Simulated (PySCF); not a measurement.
Consider GaF.

```xyz
2

Ga    0.0000    0.0000   -0.3855
F     0.0000    0.0000    1.3985
```

The calculation used PBE0/def2-SVP, non-relativistic Hamiltonian with scalar-relativistic core potentials where named, at a bond length of 1.784 Å in PySCF 2.14.0.

**Predict the electron density and electron localisation function between the atoms.**

Ga–F (1.78 Å): the density is about 0.77 e/Å³ at the midpoint; the ELF peaks at about 0.85 in the valence shell of F, 0.5 Å from its nucleus, and is about 0.15 at the midpoint.

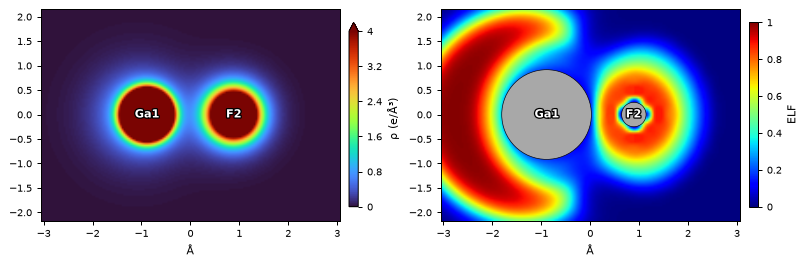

Computed electron density and electron localisation function on a plane that holds the molecular axis, in this order. Grey discs cover the atomic cores in the ELF map. 
